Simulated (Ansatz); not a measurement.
**BH3O2 (SMILES OBO) at revPBE/def2-TZVP**

Aim: the vertical ionisation energy of BH3O2 at revPBE/def2-TZVP, from 2 runs. 

Program for the calculation: Ansatz 0.2.0.

54 further runs of the same task are left out: 54 set aside as unsound or not needed.

## Step 1: The molecule

The species is BH3O2 (6 atoms), meant as a singlet with charge 0. As SMILES, `OBO`. Geometry: relaxed at PBE0-D4/def2-TZVP. This is one conformer, not always the lowest.

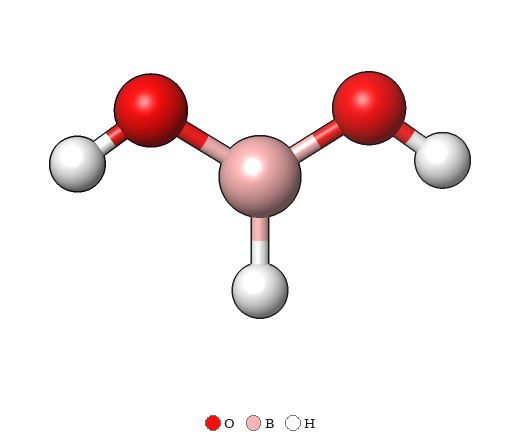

The structure, seen from a chosen angle (oxygen red, boron pink, hydrogen white).

## Step 2: The energy at revPBE/def2-TZVP

in.yaml reads:

```yaml
crystal:
  periodic: [false, false, false]
  atoms:
    - symbol: O
      position_ang: [-1.176200, -0.524500, -0.251800]
    - symbol: B
      position_ang: [0.049500, 0.028100, -0.072900]
    - symbol: O
      position_ang: [0.580600, -0.053800, 1.172500]
    - symbol: H
      position_ang: [-1.494700, -0.433500, -1.150600]
    - symbol: H
      position_ang: [0.637800, 0.565600, -0.976100]
    - symbol: H
      position_ang: [1.445200, 0.354100, 1.232800]
basis:
  gaussian:
    orbitals: def2-TZVP
hamiltonian:
  xc: {name: revPBE}
accuracy: high
output: {orbitals: {seedname: orbitals}}
```

Run with:

```console
ansatz run in.yaml --threads 1 --pin off --max-ram 3480MiB --events-out events.jsonl --progress --plain --runs-dir runs
```

What it wrote:

```text
Warning: RAYON_NUM_THREADS=1 ignored (pool sized by the plan → 1); use --threads N
Functional definition: revPBE
  name "revPBE"
  parameter kappa = 1.245
  parameter beta = 0.06672455060314922
  exchange = pbe_x(kappa = kappa, mu = beta*pi^2/3)
  correlation = pbe_c(beta = beta)
1972 factors; integrals over basis functions are off by at most 3.6e-9 eV
mean field evaluation 1: about -4813.3136 eV, gradient 7.5e1 eV
mean field evaluation 2: about -4783.2192 eV, gradient 1.5e2 eV
mean field evaluation 4: about -4822.3229 eV, gradient 4.8e0 eV
mean field evaluation 8: about -4822.3761 eV, gradient 2.5e-2 eV
mean field evaluation 16: about -4822.3761 eV, gradient 1.3e-6 eV
mean field -4822.37610912 eV, -177.2190532864 hartree, gradient 3.7e-9 eV, S^2 0.000000; 0 other end points of the search recorded, 0 dependent functions left out
reference -4822.37611353 eV, -177.2190534482 hartree; 12, 12 occupied and 99, 99 virtual orbitals, 1972 factors
Total energy: -4822.37611353 eV, -177.2190534482 hartree
```

It took 2.8 s on 1 thread of AMD EPYC 9R45 (Zen 5), shared host; peak memory 0.27 GiB.

## Step 3: The doublet cation, same level

run.yaml reads:

```yaml
crystal:
  periodic: [false, false, false]
  atoms:
    - symbol: O
      position_ang: [-1.176200, -0.524500, -0.251800]
    - symbol: B
      position_ang: [0.049500, 0.028100, -0.072900]
    - symbol: O
      position_ang: [0.580600, -0.053800, 1.172500]
    - symbol: H
      position_ang: [-1.494700, -0.433500, -1.150600]
    - symbol: H
      position_ang: [0.637800, 0.565600, -0.976100]
    - symbol: H
      position_ang: [1.445200, 0.354100, 1.232800]
basis:
  gaussian: {orbitals: def2-TZVP}
magnetization: {spin_polarized: true, initial_magnetization: 1}
total_charge: 1
accuracy: high
output: {orbitals: {seedname: orbitals}}
hamiltonian: {xc: {name: revPBE}}
```

Run with:

```console
ansatz run run.yaml --threads 1 --pin off --max-ram 3480MiB --events-out events.jsonl --progress --plain --runs-dir runs
```

What it wrote (excerpt; [...] marks lines left out):

```text
Warning: RAYON_NUM_THREADS=1 ignored (pool sized by the plan → 1); use --threads N
[... 6 set-up lines as earlier in the session ...]
1972 factors; integrals over basis functions are off by at most 3.6e-9 eV
mean field evaluation 1: about -4787.2430 eV, gradient 8.5e1 eV
mean field evaluation 2: about -4631.3636 eV, gradient 1.9e2 eV
mean field evaluation 4: about -4807.4147 eV, gradient 2.7e1 eV
mean field evaluation 8: about -4810.9438 eV, gradient 3.7e0 eV
mean field evaluation 16: about -4811.0169 eV, gradient 3.3e-2 eV
mean field evaluation 32: about -4811.0192 eV, gradient 1.8e-5 eV
mean field -4811.01916315 eV, -176.8016932197 hartree, gradient 7.4e-8 eV, S^2 0.753479; 3 other end points of the search recorded, 0 dependent functions left out
reference -4811.01916735 eV, -176.8016933743 hartree; 12, 11 occupied and 99, 100 virtual orbitals, 1972 factors
Total energy: -4811.01916735 eV, -176.8016933743 hartree
```

Run time: 8.7 s. Hardware: 1 thread of AMD EPYC 9R45 (Zen 5), shared host; peak memory 0.34 GiB.

## Step 4: Results

Level: revPBE/def2-TZVP.

| quantity | value |
| --- | --- |
| singlet BH3O2: total energy | -177.21905 Eh |
| singlet BH3O2: HOMO energy | -7.47 eV |
| singlet BH3O2: LUMO energy | 0.04 eV |
| singlet BH3O2: HOMO–LUMO gap | 7.51 eV |
| doublet cation: total energy | -176.80169 Eh |
| doublet cation: HOMO energy (highest over α and β) | -15.46 eV |
| doublet cation: LUMO energy (lowest over α and β) | -15.28 eV |
| doublet cation: ⟨S²⟩ | 0.753 |
| vertical ionisation energy (to the doublet cation) | 11.357 eV |

In words: Removing an electron at fixed nuclei costs 11.36 eV (262 kcal/mol). −ε(HOMO) before ionisation, 7.47 eV, is 3.89 eV below this ionisation energy.
